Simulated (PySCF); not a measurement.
# C6H18Ge3O3: magnetic properties

What do calculations give for the magnetic properties of C6H18Ge3O3?

Computed with PySCF 2.14.0 and routines of our own; the level stands in each step. Atoms count from 0.

## (1) The starting structure

30 atoms, charge 0, multiplicity 1; geometry from: GFN2-xTB.

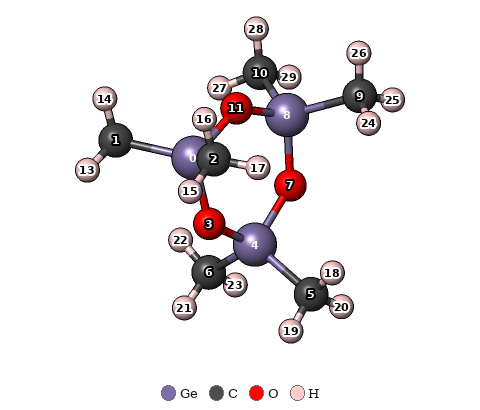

The starting geometry (germanium purple, carbon dark grey, oxygen red, hydrogen pink).

## (2) Magnetic properties: GIAO KT3/def2-SVP

The job: settings as JSON, then the geometry in Å.

```
{"job": {"kind": "mag", "xc": "KT3", "basis": "def2-SVP"}, "charge": 0, "multiplicity": 1}
Ge     0.834660    -0.304630    -1.627480
C     -0.112720     0.211180    -3.292510
C      2.637750    -1.122680    -1.741290
O      0.991140     1.148180    -0.644840
Ge     0.242460     1.614670     0.877970
C      1.705730     1.852650     2.195300
C     -0.986530     3.123760     0.493930
O     -0.751460     0.274210     1.441960
Ge    -1.060370    -1.318740     0.758940
C     -0.251670    -2.650780     1.986050
C     -2.999630    -1.409680     0.353130
O     -0.201950    -1.442240    -0.773560
H     -1.073450     0.659490    -3.054200
H      0.481420     0.928500    -3.849710
H     -0.277500    -0.667100    -3.908400
H      3.331480    -0.422440    -2.195760
H      2.595740    -2.022980    -2.346420
H      2.997290    -1.381920    -0.749160
H      2.287670     0.939130     2.280780
H      2.360110     2.658020     1.877370
H      1.289210     2.097060     3.167270
H     -0.425840     3.964150     0.097360
H     -1.734660     2.823820    -0.234720
H     -1.487930     3.430870     1.406170
H      0.808000    -2.448290     2.115270
H     -0.739500    -2.603170     2.954390
H     -0.372100    -3.648760     1.576820
H     -3.277750    -0.620050    -0.339390
H     -3.238260    -2.369620    -0.093530
H     -3.571340    -1.292590     1.268260
```

With the program's defaults for keys left out, this is: GIAO KT3/def2-SVP magnetisability, rotational g tensor and spin-rotation constants, non-relativistic, gas phase.

Run with:

```console
$ OMP_NUM_THREADS=1 python excited_run.py task.json out
```

The driver reads the jobs from task.json and runs them one after another.

Output:

```text
coarse grid: 113368 points
cycle   1  E = -6725.4238760603  dE = -7.594e-01  |g| = 1.693e+00  |ddm| = 5.754e+00
cycle   2  E = -6723.4101814615  dE =  2.014e+00  |g| = 3.438e+00  |ddm| = 7.615e+00
cycle   3  E = -6725.9744866661  dE = -2.564e+00  |g| = 5.128e-01  |ddm| = 6.612e+00
cycle   4  E = -6726.0395921883  dE = -6.511e-02  |g| = 1.783e-01  |ddm| = 8.021e-01
cycle   5  E = -6726.0470104106  dE = -7.418e-03  |g| = 3.823e-02  |ddm| = 1.658e-01
cycle   6  E = -6726.0471478643  dE = -1.375e-04  |g| = 6.276e-03  |ddm| = 1.904e-02
cycle   7  E = -6726.0471561291  dE = -8.265e-06  |g| = 2.035e-03  |ddm| = 1.135e-02
final grid: 236688 points
cycle   8  E = -6726.0471172399  dE =  2.486e-06  |g| = 4.291e-03  |ddm| = 8.695e-03
cycle   9  E = -6726.0470993048  dE =  1.794e-05  |g| = 1.036e-02  |ddm| = 1.432e-02
cycle  10  E = -6726.0471208827  dE = -2.158e-05  |g| = 8.544e-04  |ddm| = 1.023e-02
cycle  11  E = -6726.0471210371  dE = -1.544e-07  |g| = 8.426e-05  |ddm| = 1.017e-03
cycle  12  E = -6726.0471210386  dE = -1.521e-09  |g| = 2.853e-05  |ddm| = 1.387e-04
cycle  13  E = -6726.0471210388  dE = -1.728e-10  |g| = 4.767e-06  |ddm| = 3.143e-05
converged SCF energy = -6726.0471210388

Magnetisability tensor (1e-30 J/T^2)
    -2833.61      -28.12       35.74
      -28.12    -2877.79      -17.30
       35.74      -17.30    -2868.98
isotropic -2860.12   principal values   -2891.46  -2891.12  -2797.79
isotropic susceptibility -172.241 1e-6 cm^3/mol

Inertial axes            a          b          c
rot. const./GHz      0.4512     0.4510     0.3040
chi total          -174.116   -174.116   -168.489
chi diamagnetic   -2805.664  -2805.664  -3877.297
chi paramagnetic   2631.548   2631.548   3708.808
quadrupole/D A        0.213      0.213     -0.425
g nuclear            0.5558     0.5556     0.5275
g electronic        -0.5578    -0.5576    -0.5297
g total             -0.0020    -0.0020    -0.0021

Spin-rotation constants (kHz, H = +C I.J)
atom  isotope        aa         bb         cc
 12     1H       -0.042     -0.042     -0.008
 13     1H       -0.023     -0.023     -0.034
 14     1H       -0.023     -0.023     -0.034
 15     1H       -0.023     -0.023     -0.034
 16     1H       -0.023     -0.023     -0.034
 17     1H       -0.043     -0.043     -0.006
 18     1H       -0.043     -0.043     -0.006
 19     1H       -0.023     -0.023     -0.034
 20     1H       -0.023     -0.023     -0.034
 21     1H       -0.023     -0.023     -0.034
 22     1H       -0.042     -0.042     -0.007
 23     1H       -0.023     -0.023     -0.034
 24     1H       -0.042     -0.042     -0.007
 25     1H       -0.023     -0.023     -0.034
 26     1H       -0.023     -0.023     -0.034
 27     1H       -0.043     -0.043     -0.007
 28     1H       -0.023     -0.023     -0.034
 29     1H       -0.023     -0.023     -0.034
  0   73Ge*      -0.134     -0.134     -0.081
  1    13C*       0.052      0.053      0.033
  3    17O*      -0.057     -0.057     -0.046
* in the singly substituted isotopologue
```

Run time: 11 min. Hardware: 1 thread of Intel Xeon at 2.50GHz, shared host; peak memory 1.6 GiB.

In short:

```csv
quantity,value
magnetisability,-2860·10⁻³⁰ J/T²
molar susceptibility,-172.2·10⁻⁶ cm³/mol
"rotational g (a, b, c)","-0.0020, -0.0020, -0.0021"
```

The fields below are evaluated on a grid from the run's orbitals.

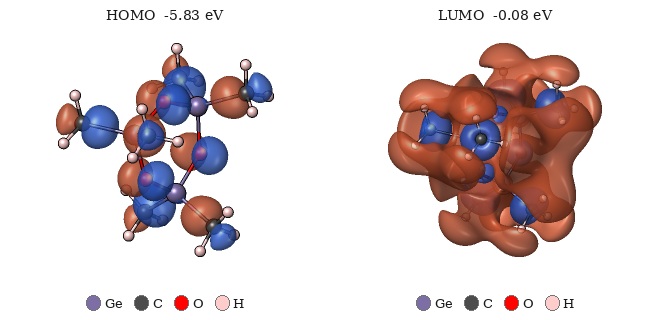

Frontier orbitals at KT3/def2-SVP; each surface holds 70 % of the orbital's density, blue and red mark the sign.

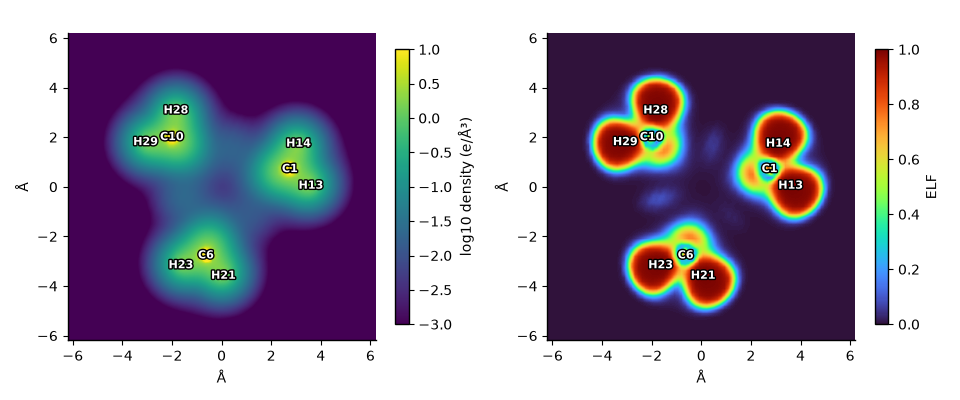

Density (left) and ELF (right) in a plane through or near 9 of the atoms.

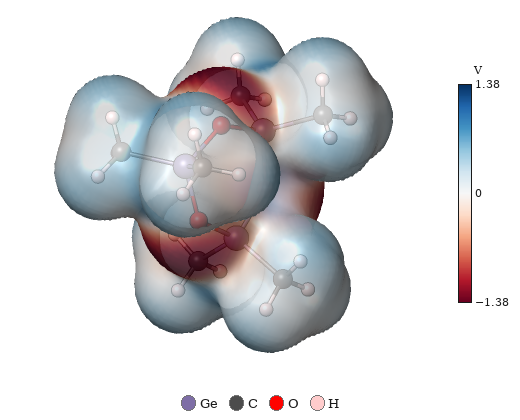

Electrostatic potential on the surface of density 0.002 e/bohr³; red is low, blue high. It runs, from the 1st to the 99th percentile, from -1.38 V near O11 to 0.70 V near H16.

## (3) Outcome

| quantity | value |
| --- | --- |
| magnetisability (step 2, GIAO KT3/def2-SVP) | -2860·10⁻³⁰ J/T² |
| molar susceptibility (step 2, GIAO KT3/def2-SVP) | -172.2·10⁻⁶ cm³/mol |
| rotational g (a, b, c) (step 2, GIAO KT3/def2-SVP) | -0.0020, -0.0020, -0.0021 |
| surface potential, 1st and 99th percentile | -1.38 V and 0.70 V |

In words: Steps that list no spin-orbit terms leave them out, which matters at and beside the heavy atoms. Vibrational averaging and real surroundings are missing from these values.
